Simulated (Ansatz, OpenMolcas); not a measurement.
How methods differ on C4H12N+ (tetramethylammonium)

The species is C4H12N+ (17 atoms), meant as a singlet with charge +1. SMILES: `C[N+](C)(C)C`. Geometry: relaxed at PBE0-D4/def2-TZVP.

```xyz
17

C    -0.2341    0.5539   -1.3629
N     0.0000    0.0000    0.0000
C     1.3504    0.4096    0.4773
C    -0.0800   -1.4867   -0.0477
C    -1.0364    0.5233    0.9334
H    -0.1729    1.6399   -1.3185
H     0.5268    0.1657   -2.0378
H    -1.2227    0.2505   -1.7029
H     1.5129   -0.0001    1.4727
H     1.3993    1.4966    0.5097
H     2.1006    0.0238   -0.2108
H     0.0913   -1.8823    0.9519
H     0.6809   -1.8600   -0.7310
H    -1.0691   -1.7766   -0.3981
H    -0.8571    0.1142    1.9261
H    -2.0190    0.2187    0.5774
H    -0.9710    1.6096    0.9612
```

Quantity: the HOMO–LUMO gap, in eV. The values are calculated.

```
                               level                    kind     program  value (eV)  CPU time
  SVWN5/6-31G* (spherical functions)                     LDA  OpenMolcas        9.83      72 s
   TPSS/6-31G* (spherical functions)                meta-GGA  OpenMolcas       10.80     2 min
  B3LYP/6-31G* (spherical functions)           global hybrid      Ansatz       12.28      11 s
  BHLYP/6-31G* (spherical functions)           global hybrid      Ansatz       15.23      12 s
r2SCAN0/6-31G* (spherical functions)         hybrid meta-GGA      Ansatz       13.31      17 s
  B3LYP/6-31G* (Cartesian functions)           global hybrid  OpenMolcas       12.28      99 s
  HSE06/6-31G* (spherical functions)  range-separated hybrid      Ansatz       11.99      11 s
wB97M-V/6-31G* (spherical functions)  range-separated hybrid      Ansatz       17.10   1.7 min
```

The values span 9.83 to 17.10 eV. Orbital gaps aren't excitation energies; they tend to grow with the share of exact exchange. CPU times are rough (shared hosts, several kinds of processor and program).

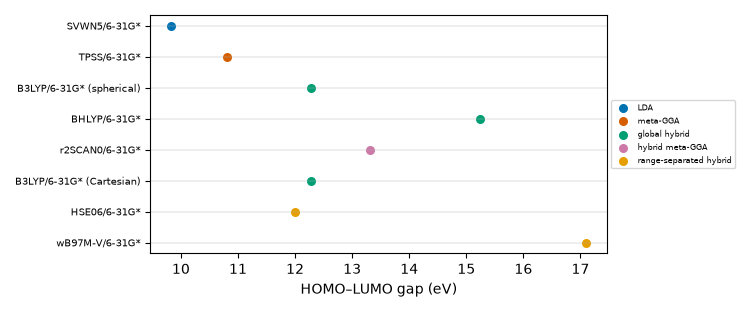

The values of the table, level by level.
